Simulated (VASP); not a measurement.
# Quasiparticle energies of BaTiO3 in VASP

Wanted: how far GW moves the Kohn-Sham levels of BaTiO3. The cell has space group P4mm. The start is a cell from a database of measured crystal structures.

Calculated with VASP 6.6.1; PBE, spin-orbit coupling, no spin polarisation; plane waves and PAW (Ba_sv_GW, Ti_sv_GW, O_GW), in the first sound run; inputs show where later runs differ.

The database entry behind the starting cell differs from later determinations by our own check (c/a about 0.6 % short), so it need not match the best structure at ambient conditions.

### 1. The starting structure

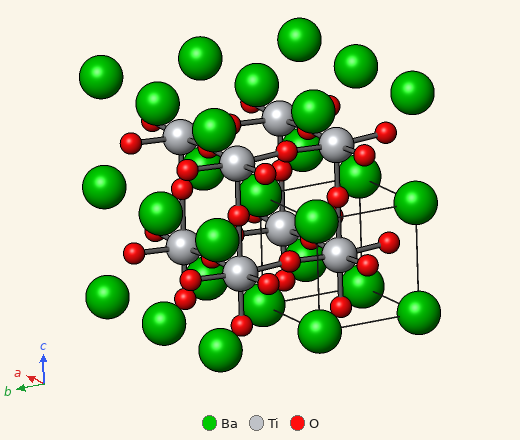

Start, viewed from a free direction; barium green, titanium light grey, oxygen red. 2×2×2 cells are drawn. Some periodic images of atoms are drawn too.

### 2. Ground state

The orbitals come from a self-consistent PBE run. A small SIGMA keeps every occupation at zero or full.

Input file INCAR:

```
SYSTEM = BaTiO3
PREC = Accurate
ENCUT = 440
EDIFF = 1E-08
NELM = 100
ISMEAR = 0
SIGMA = 0.01
LREAL = .FALSE.
ALGO = Normal
GGA = PE
LNONCOLLINEAR = .TRUE.
MAGMOM = 0 0 0 0 0 0 0 0 0 0 0 0 0 0 0
NBANDS = 52
GGA_COMPAT = .FALSE.
LASPH = .TRUE.
LSORBIT = .TRUE.
LMAXMIX = 4
LORBIT = 11
LWAVE = .TRUE.
LCHARG = .FALSE.
KPAR = 8
```

Input file POSCAR:

```
BaTiO3
1.0
    3.9998000000      0.0000000000      0.0000000000
    0.0000000000      3.9998000000      0.0000000000
    0.0000000000      0.0000000000      4.0180000000
Ba Ti O
1 1 3
Direct
    0.0000000000      0.0000000000      0.0000000000
    0.5000000000      0.5000000000      0.4900000000
    0.5000000000      0.5000000000      0.0190000000
    0.5000000000      0.0000000000      0.5170000000
    0.0000000000      0.5000000000      0.5170000000
```

Input file KPOINTS:

```
Automatic mesh
0
Gamma
4 4 4
0 0 0
```

The projector-augmented-wave data sets are Ba_sv_GW, Ti_sv_GW and O_GW (PBE family, release 64).

On the command line:

```bash
$ mpirun -np 8 vasp_ncl
```

Log:

```text
[banner, memory and clock lines left out]
running    8 mpi-ranks, on    1 nodes
 distrk:  each k-point on    1 cores,    8 groups
 distr:  one band on    1 cores,    1 groups

 POSCAR found type information on POSCAR BaTiO
 POSCAR found :  3 types and       5 ions
|                                                                             |
|           W    W    AA    RRRRR   N    N  II  N    N   GGGG   !!!           |
|           W    W   A  A   R    R  NN   N  II  NN   N  G    G  !!!           |
|           W    W  A    A  R    R  N N  N  II  N N  N  G       !!!           |
|           W WW W  AAAAAA  RRRRR   N  N N  II  N  N N  G  GGG   !            |
|           WW  WW  A    A  R   R   N   NN  II  N   NN  G    G                |
|           W    W  A    A  R    R  N    N  II  N    N   GGGG   !!!           |
|                                                                             |
|     For optimal performance we recommend to set                             |
|       NCORE = 2 up to number-of-cores-per-socket                            |
|     NCORE specifies how many cores store one orbital (NPAR=cpu/NCORE).      |
|     This setting can greatly improve the performance of VASP for DFT.       |
|     The default, NCORE=1 might be grossly inefficient on modern             |
|     multi-core architectures or massively parallel machines. Do your        |
|     Unfortunately you need to use the default for GW and RPA                |
|     calculations (for HF NCORE is supported but not extensively tested      |
|     yet).                                                                   |
|                                                                             |

 LDA part: xc-table for (Slater+PW92), standard interpolation
 POSCAR, INCAR and KPOINTS ok, starting setup
 FFT: planning ... GRIDC
 FFT: planning ... GRID_SOFT
 FFT: planning ... GRID
 WAVECAR not read
 entering main loop
       N       E                     dE             d eps       ncg     rms          rms(c)
DAV:   1     0.770725158616E+03    0.77073E+03   -0.15513E+04  2608   0.151E+03
DAV:   2     0.113269477871E+03   -0.65746E+03   -0.62815E+03  4152   0.859E+02
DAV:   3    -0.421154963085E+02   -0.15538E+03   -0.14562E+03  4608   0.384E+02
DAV:   4    -0.575709914569E+02   -0.15455E+02   -0.15192E+02  4656   0.152E+02
DAV:   5    -0.583518306691E+02   -0.78084E+00   -0.76963E+00  4576   0.394E+01    0.214E+01
DAV:   6    -0.437743428803E+02    0.14577E+02   -0.67880E+01  4528   0.930E+01    0.947E+00
DAV:   7    -0.440753980123E+02   -0.30106E+00   -0.10150E+01  4520   0.501E+01    0.554E+00
DAV:   8    -0.440255683660E+02    0.49830E-01   -0.70640E-01  4576   0.123E+01    0.425E+00
DAV:   9    -0.440276393941E+02   -0.20710E-02   -0.90553E-02  4272   0.503E+00    0.142E+00
DAV:  10    -0.440201576791E+02    0.74817E-02   -0.29155E-02  4528   0.293E+00    0.238E-01
DAV:  11    -0.440208912900E+02   -0.73361E-03   -0.43813E-03  4592   0.678E-01    0.101E-01
DAV:  12    -0.440209701058E+02   -0.78816E-04   -0.25636E-04  4448   0.246E-01    0.494E-02
DAV:  13    -0.440210096825E+02   -0.39577E-04   -0.13769E-04  4192   0.196E-01    0.182E-02
DAV:  14    -0.440210075044E+02    0.21781E-05   -0.16476E-05  4408   0.955E-02    0.127E-02
DAV:  15    -0.440210071477E+02    0.35666E-06   -0.25391E-06  4544   0.214E-02    0.633E-03
DAV:  16    -0.440210069862E+02    0.16151E-06   -0.65573E-07  4448   0.883E-03    0.205E-03
DAV:  17    -0.440210069798E+02    0.63987E-08   -0.35214E-07  4416   0.108E-02    0.134E-03
DAV:  18    -0.440210069799E+02   -0.86857E-10   -0.45507E-08  3576   0.509E-03
   1 F= -.44021007E+02 E0= -.44021007E+02  d E =-.142325-144  mag=    -0.0000    -0.0000    -0.0000
 writing wavefunctions
```

Run time: 62 s. Hardware: 8 MPI ranks of AMD EPYC 7R43, shared host; peak memory 2.4 GiB.

The logs omit lines about the potential files and the build; timing stands in the text.

OUTCAR, selected parts (step 2):

```text
ion  position               nearest neighbor table
   1  0.000  0.000  0.000-
   2  0.500  0.500  0.490-   3 1.89   4 2.00   5 2.00   4 2.00   5 2.00   3 2.13
   3  0.500  0.500  0.019-   2 1.89   2 2.13
   4  0.500  0.000  0.517-   2 2.00   2 2.00
   5  0.000  0.500  0.517-   2 2.00   2 2.00

  LATTYP: Found a simple tetragonal cell.
 ALAT       =     3.9998000000
 C/A-ratio  =     1.0045502275

 Subroutine GETGRP returns: Found  8 space group operations
 (whereof  8 operations were pure point group operations)

The static configuration has the point symmetry C_4v.

 Found     24 irreducible k-points:

   k-points           NKPTS =     24   k-points in BZ     NKDIM =     24   number of bands    NBANDS=     52

   dimension x,y,z NGX =    28 NGY =   28 NGZ =   28
   dimension x,y,z NGXF=    56 NGYF=   56 NGZF=   56

   ENCUT  =  440.0 eV  32.34 Ry    5.69 a.u.   6.84  6.84  6.87*2*pi/ulx,y,z

   NELECT =      40.0000    total number of electrons

 k-points in reciprocal lattice and weights: Automatic mesh
   0.00000000  0.00000000  0.00000000       0.016
   0.25000000  0.00000000  0.00000000       0.062
   0.50000000  0.00000000  0.00000000       0.031
   0.25000000  0.25000000  0.00000000       0.062
   0.50000000  0.25000000  0.00000000       0.062
   0.50000000  0.50000000  0.00000000       0.016
   0.00000000  0.00000000  0.25000000       0.016
   0.00000000  0.00000000 -0.25000000       0.016
   0.25000000  0.00000000  0.25000000       0.062
[...]
0.50000000  0.25000000  0.50000000       0.062
   0.50000000  0.50000000  0.50000000       0.016

 average (electrostatic) potential at core
       1 -77.8258       2 -98.4097       3 -68.2080       4 -68.0979       5 -68.0979

 E-fermi :   5.5943

 k-point     1 :       0.0000    0.0000    0.0000
  band No.  band energies     occupation
    ...
     36       5.0691      1.00000
     37       5.1951      1.00000
     38       5.1951      1.00000
     39       5.2030      1.00000
     40       5.2030      1.00000
     41       7.2337      0.00000
     42       7.2337      0.00000
     43       7.4358      0.00000
     44       7.4359      0.00000
     45       7.4597      0.00000
    ...

 k-point     2 :       0.2500    0.0000    0.0000
  band No.  band energies     occupation
    ...
     36       4.2182      1.00000
     37       4.7663      1.00000
     38       4.7741      1.00000
     39       4.8804      1.00000
     40       4.8936      1.00000
     41       7.4960      0.00000
     42       7.4982      0.00000
     43       8.1645      0.00000
     44       8.1712      0.00000
     45       8.1914      0.00000
    ...

 k-point     3 :       0.5000    0.0000    0.0000
  band No.  band energies     occupation
    ...
     36       3.7341      1.00000
     37       4.5016      1.00000
     38       4.5016      1.00000
     39       4.6112      1.00000
     40       4.6112      1.00000
     41       7.5562      0.00000
     42       7.5562      0.00000
     43       8.9298      0.00000
     44       8.9298      0.00000
     45       8.9736      0.00000
    ...

  Total       -0.3465803     -0.3465803      0.0055491      0.0000000      0.0000000      0.0000000
  in kB       -8.6382943     -8.6382943      0.1383069      0.0000000      0.0000000      0.0000000
  external PRESSURE =      -5.7127606 kB  Pullay stress =       0.0000000 kB

  energy-cutoff  :      440.00
  volume of cell :       64.28
      direct lattice vectors                 reciprocal lattice vectors
     3.999800000  0.000000000  0.000000000     0.250012501  0.000000000  0.000000000
     0.000000000  3.999800000  0.000000000     0.000000000  0.250012501  0.000000000
     0.000000000  0.000000000  4.018000000     0.000000000  0.000000000  0.248880040

 POSITION                                       TOTAL-FORCE (eV/Angst)
 -----------------------------------------------------------------------------------
      0.00000      0.00000      0.00000         0.000000      0.000000      0.039569
      1.99990      1.99990      1.96882        -0.000000     -0.000000     -0.229398
      1.99990      1.99990      0.07634        -0.000000      0.000000      0.339001
      1.99990      0.00000      2.07731        -0.000000      0.000000     -0.074586
      0.00000      1.99990      2.07731         0.000000      0.000000     -0.074586
 -----------------------------------------------------------------------------------
    total drift:                                0.000000      0.000000      0.000093

  FREE ENERGIE OF THE ION-ELECTRON SYSTEM (eV)
  ---------------------------------------------------
  free  energy   TOTEN  =       -44.0210069799 eV

  energy  without entropy=      -44.0210069799  energy(sigma->0) =      -44.02100698

 Spin-Orbit-Coupling matrix elements
 Ion:    1  E_soc:     -0.4466689
 Ion:    2  E_soc:     -0.0227914
 Ion:    3  E_soc:     -0.0002806
 Ion:    4  E_soc:     -0.0002808
 Ion:    5  E_soc:     -0.0002808

 total charge
# of ion       s       p       d       f       tot
--------------------------------------------------
    1        1.799   4.587   0.120   0.026   6.532
    2        2.217   6.117   1.417   0.036   9.787
    3        1.550   3.430   0.000   0.000   4.980
    4        1.547   3.430   0.000   0.000   4.977
    5        1.547   3.430   0.000   0.000   4.977
--------------------------------------------------
tot          8.660  20.995   1.537   0.062  31.253

 magnetization (x)
# of ion       s       p       d       f       tot
--------------------------------------------------
    1        0.000   0.000  -0.000  -0.000  -0.000
    2        0.000   0.000  -0.000   0.000  -0.000
    3        0.000   0.000   0.000   0.000   0.000
    4        0.000   0.000   0.000   0.000   0.000
    5        0.000   0.000   0.000   0.000   0.000
--------------------------------------------------
tot          0.000   0.000  -0.000  -0.000   0.000

 magnetization (y)
# of ion       s       p       d       f       tot
--------------------------------------------------
    1       -0.000   0.000  -0.000  -0.000  -0.000
    2        0.000   0.000   0.000   0.000   0.000
    3       -0.000   0.000   0.000   0.000  -0.000
    4        0.000   0.000   0.000   0.000   0.000
    5        0.000   0.000   0.000   0.000   0.000
--------------------------------------------------
tot         -0.000   0.000  -0.000  -0.000  -0.000

 magnetization (z)
# of ion       s       p       d       f       tot
--------------------------------------------------
    1        0.000   0.000   0.000   0.000   0.000
    2        0.000   0.000  -0.000  -0.000  -0.000
    3        0.000   0.000   0.000   0.000   0.000
    4        0.000   0.000   0.000   0.000   0.000
    5        0.000   0.000   0.000   0.000   0.000
--------------------------------------------------
tot          0.000   0.000  -0.000  -0.000   0.000

[... 3 further parts left out ...]
```

The gap is read on the k-mesh alone, so it is an upper bound where the band edges lie off the mesh. LASPH is switched on together with spin-orbit coupling, so the change from the scalar run holds both.

A gap read on the k-mesh alone can miss the band edges.

Numbers from this step:

```
free energy (TOTEN)            : -44.02 eV
Fermi energy                   : 5.594 eV
pressure                       : -0.5713 GPa
gap on the k-mesh              : 1.819 eV
least direct gap on the k-mesh : 2.031 eV
```

The spin moment in the PAW sphere vanishes on all atoms.

On-site spin-orbit energy by atom:

| atom | on-site spin-orbit energy (eV) |
| --- | --- |
| Ba1 | -0.447 |
| Ti2 | -0.023 |
| O3 | 0.000 |
| O4 | 0.000 |
| O5 | 0.000 |

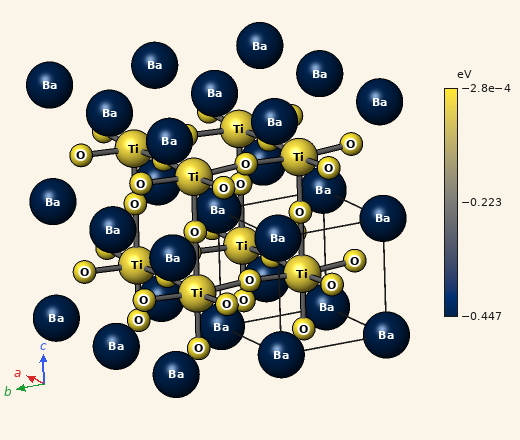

Atoms coloured by on-site spin-orbit energy. 2×2×2 cells are drawn. Some periodic images of atoms are drawn too.

The cell has a gap of 1.82 eV on this mesh. Forces of up to 0.34 eV/Å remain in these settings.

### 3. Empty bands, SOC yes, program vasp ncl

ALGO = Exact makes the empty bands from the converged ground state in one step. LOPTICS writes the k-derivatives of the orbitals (WAVEDER), which give the long-wavelength limit of the screening.

Input file INCAR:

```
SYSTEM = BaTiO3
PREC = Accurate
ENCUT = 440
ISMEAR = 0
SIGMA = 0.01
LREAL = .FALSE.
GGA = PE
LNONCOLLINEAR = .TRUE.
MAGMOM = 0 0 0 0 0 0 0 0 0 0 0 0 0 0 0
NBANDS = 384
GGA_COMPAT = .FALSE.
LASPH = .TRUE.
LSORBIT = .TRUE.
LMAXMIX = 4
ALGO = Exact
NELM = 1
LWAVE = .TRUE.
LCHARG = .FALSE.
LOPTICS = .TRUE.
NEDOS = 1000
CSHIFT = 0.1
```

POSCAR is that of step 2.

KPOINTS is that of step 2.

On the command line:

```bash
$ mpirun -np 8 vasp_ncl
```

Log:

```text
[banner, memory and clock lines left out]
running    8 mpi-ranks, on    1 nodes
 distrk:  each k-point on    8 cores,    1 groups
 distr:  one band on    1 cores,    8 groups

 POSCAR found type information on POSCAR BaTiO
 POSCAR found :  3 types and       5 ions
 [... a notice as in an earlier step ...]

 LDA part: xc-table for (Slater+PW92), standard interpolation
 found WAVECAR, reading the header
  number of bands has changed, file:    52 present:   384
  trying to continue reading WAVECAR, but it might fail
 POSCAR, INCAR and KPOINTS ok, starting setup
 FFT: planning ... GRIDC
 FFT: planning ... GRID_SOFT
 FFT: planning ... GRID
 reading WAVECAR
 random initialization beyond band           52
 the WAVECAR file was read successfully
 initial charge from wavefunction
 entering main loop
       N       E                     dE             d eps       ncg     rms          rms(c)
DIA:   1    -0.440210070055E+02   -0.44021E+02    0.00000E+00     0   0.000E+00
   1 F= -.44021007E+02 E0= -.44021007E+02  d E =-.197095E-19  mag=    -0.0000    -0.0000     0.0000
 writing wavefunctions
 optical routines
 imaginary and real dielectric function
 recalculating local potential from charge density
 direction            1
 direction            2
 direction            3
```

Wall time 3.9 min (8 MPI ranks); peak memory 5.5 GiB.

Parts of OUTCAR (step 3):

```text
The static configuration has the point symmetry C_4v.

 Found     24 irreducible k-points:

   k-points           NKPTS =     24   k-points in BZ     NKDIM =     24   number of bands    NBANDS=    384

   NELECT =      40.0000    total number of electrons

 E-fermi :   5.4742

 k-point     1 :       0.0000    0.0000    0.0000
  band No.  band energies     occupation
    ...
     36       5.0690      1.00000
     37       5.1950      1.00000
     38       5.1950      1.00000
     39       5.2029      1.00000
     40       5.2029      1.00000
     41       7.2338      0.00000
     42       7.2338      0.00000
     43       7.4359      0.00000
     44       7.4359      0.00000
     45       7.4598      0.00000
    ...

 k-point     2 :       0.2500    0.0000    0.0000
  band No.  band energies     occupation
    ...
     36       4.2181      1.00000
     37       4.7662      1.00000
     38       4.7740      1.00000
     39       4.8803      1.00000
     40       4.8935      1.00000
     41       7.4961      0.00000
     42       7.4982      0.00000
     43       8.1645      0.00000
     44       8.1712      0.00000
     45       8.1915      0.00000
    ...

  Total       -0.3455497     -0.3455497      0.0066108      0.0000000      0.0000000      0.0000000
  in kB       -8.6126057     -8.6126057      0.1647688      0.0000000      0.0000000      0.0000000
  external PRESSURE =      -5.6868142 kB  Pullay stress =       0.0000000 kB

 POSITION                                       TOTAL-FORCE (eV/Angst)
 -----------------------------------------------------------------------------------
      0.00000      0.00000      0.00000         0.000000      0.000000      0.039605
      1.99990      1.99990      1.96882        -0.000000     -0.000000     -0.229293
      1.99990      1.99990      0.07634         0.000000      0.000000      0.338952
      1.99990      0.00000      2.07731         0.000000      0.000000     -0.074632
      0.00000      1.99990      2.07731         0.000000      0.000000     -0.074632
 -----------------------------------------------------------------------------------
    total drift:                                0.000000      0.000000      0.000085

  FREE ENERGIE OF THE ION-ELECTRON SYSTEM (eV)
  ---------------------------------------------------
  free  energy   TOTEN  =       -44.0210070055 eV

  energy  without entropy=      -44.0210070055  energy(sigma->0) =      -44.02100701

 plasma frequency squared (from intraband transitions) (eV^2)
  --------------------------------------------------------------------------------------
       0.000       0.000       0.000
       0.000       0.000       0.000
       0.000       0.000       0.000

 Spin-Orbit-Coupling matrix elements
 Ion:    1  E_soc:     -0.4466682
 Ion:    2  E_soc:     -0.0227914
 Ion:    3  E_soc:     -0.0002806
 Ion:    4  E_soc:     -0.0002808
 Ion:    5  E_soc:     -0.0002808

[... 7 parts as in an earlier step ...]

[... 5 further parts left out ...]
```

WAVECAR now holds 384 bands for 40 electrons. Its independent-particle dielectric tensor has xx, yy, zz = 6.9, 6.9, 6.7 on this mesh, which isn't tested for convergence in mesh or bands and lacks local fields.

(Part 1 of 3 ends here.)

[Lines on the potential files, build, host, timing and source positions are cut from VASP's logs without a mark.]

[Logs are printed without paths, hosts, clocks, repeated set-up lines and the standing remarks that a program may print on its own settings, such as how far it seeks lower states.]

[Hosts, paths, dates, database ids (printed as entryN), source tags and the programs' standing remarks are cut or masked in the printed files.]

[Pressures printed for these runs are not shown converged in the cutoff: they can be off by several GPa and have the wrong sign.]
